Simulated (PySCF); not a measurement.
**InP: bond curves at several levels of theory**

One job finds the state of InP, follows it along the bond with each method and fits the curves.

The runs use PySCF 2.14.0; In def2-SVPD with ECP28, P def2-SVPD, scalar-relativistic core potentials.

## Step 1: Set-up

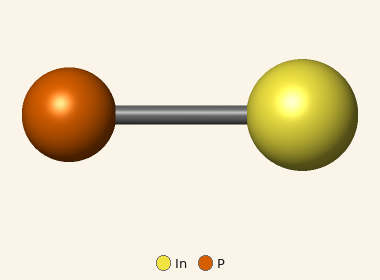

The two atoms at the starting distance (indium yellow, phosphorus orange).

The job is set up so:

* atoms: In, P
* charge: 0
* basis: In def2-SVPD with ECP28, P def2-SVPD
* Hamiltonian: scalar-relativistic core potentials
* basis functions: 56
* electrons treated: 36
* masses in u: 114.9039, 30.9738
* levels: PBE0, PBE, r²SCAN, revPBE, M06-L, B97-3, HF, MP2, SCS-MP2, CCSD, CCSD(T)
* grid: 80 radial by 434 angular points
* occupations: held fixed by the projection of orbital angular momentum
* dissociation limit: In + P, each in its ground configuration
* starting distance in angstrom: 2.455
* values of 2S to try: 0, 2, 4

On the command line:

```console
$ OMP_NUM_THREADS=1 python dia.py task.json out
```

The runs that follow: The PBE0 curve of the state that the search chose; Higher solutions at PBE0; PBE (GGA); r²SCAN; revPBE; M06-L (meta-GGA); B97-3 (global hybrid GGA); UHF; Adding correlation.

**Question.** What will these runs give? Wanted: for each run, Re; ωe; De; μ.

As calculated:

Lowest PBE0 solution found, without spin–orbit coupling: ³Σ⁻ (triplet), unpaired electrons π ↑↑. State 2 has its PBE0 minimum 0.27 eV higher. State 3 has its PBE0 minimum 0.33 eV higher, as a spin-mixed determinant (⟨S²⟩ = 1.01), so this is no gap between pure states. State 4 has its PBE0 minimum 0.47 eV higher, as a spin-mixed determinant (⟨S²⟩ = 1.02), so this is no gap between pure states. The other levels ran on the lowest alone.

```
      level  Re (Å)  ωe (cm⁻¹)  De (eV)  μ (D)
        UHF   2.684      257.1     0.84  -2.11
    UHF-MP2   2.675      257.4     1.49    n/a
UHF-SCS-MP2   2.687      253.1     1.47    n/a
   UHF-CCSD   2.689      250.7     1.45    n/a
UHF-CCSD(T)   2.694      248.0     1.53    n/a
        PBE   2.693      247.8     2.14  -1.97
     revPBE   2.712      242.1     1.99  -2.11
     r²SCAN   2.668      255.7     1.96  -1.94
      M06-L   2.692      248.6     2.14  -2.33
       PBE0   2.666      258.1     1.99  -2.02
      B97-3   2.697      249.9     2.06  -2.26
```

De is counted to In + P in their ground configurations. A positive dipole means In(−)P(+).

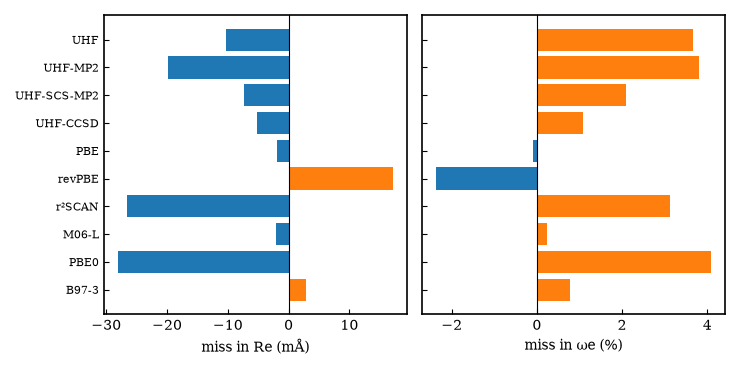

Differences in bond length and wavenumber from CCSD(T) in the same basis.

What this shows: Judged by CCSD(T) in the same basis: best bond length PBE and M06-L (-2 mÅ), worst PBE0 (-28 mÅ); best wavenumber PBE (-0.1 %), worst PBE0 (+4.1 %). Hartree–Fock makes the bond too short and too stiff against this reference, as it mostly does. CCSD(T) in a basis this small is itself some way from its limit, more so than the functionals. Among the levels with a De in the table, it runs from 0.84 eV (UHF) to 2.14 eV (M06-L).

Correlated steps freeze 9 core orbitals. Spin–orbit coupling is left out, which matters for elements this heavy, above all for dissociation energies.
